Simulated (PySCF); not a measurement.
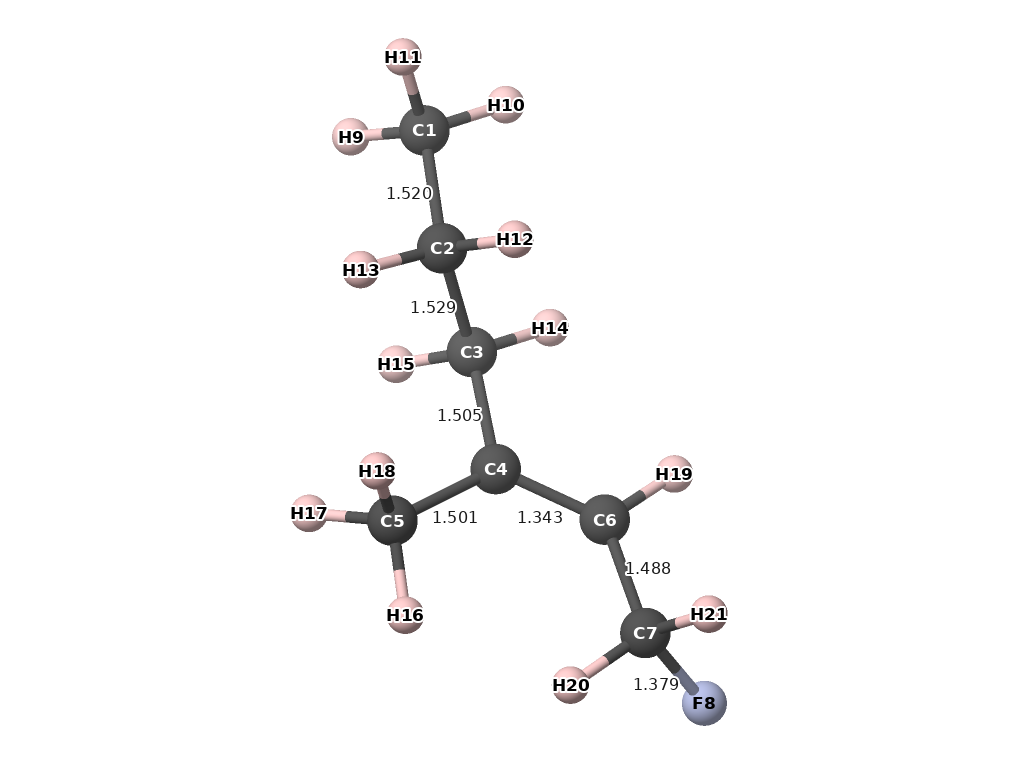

The numbers beside the sticks are distances in Å. Sticks don't show bond order. The geometry was computed by an optimisation with PBE0-D3(BJ)/def2-SVP. No frequency run is at hand to confirm it as a minimum.

Question: Which of the marked bonds are single, double, triple or aromatic?

Answer: C1–C2 single; C2–C3 single; C3–C4 single; C4–C5 single; C4–C6 double; C6–C7 single; C7–F8 single.

Question: Write the SMILES.

Answer: CCC/C(C)=C/CF
